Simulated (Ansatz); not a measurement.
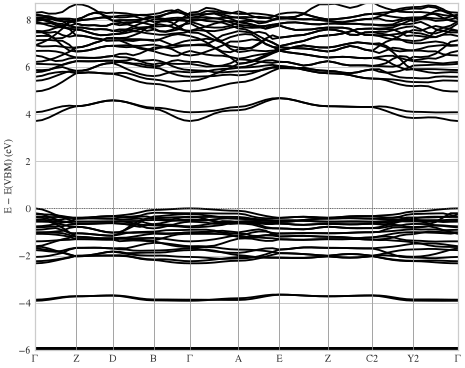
Band structure from r²SCAN in the plane-wave PAW code Ansatz

### Question
Read off the gap and where the band edges lie.

### Answer
About 3.7 eV (3.70 eV by a search for the band edges); maximum at Γ, minimum at Γ.

The material is K2ZnI4 in space group P2_1/m (No. 11; Pearson symbol mP14).

The workflow started from a Materials Project entry (that database holds measured and hypothetical structures alike); the Crystallography Open Database copy checked does not list it. Whether it is the stable phase at ambient conditions was not checked. The cell was relaxed with r²SCAN under the symmetry of its start; whether a distortion lowers the energy is not shown. Scalar-relativistic: spin–orbit coupling is off unless named, which matters more the heavier the elements.

Potentials: the later of the program's two PAW sets.
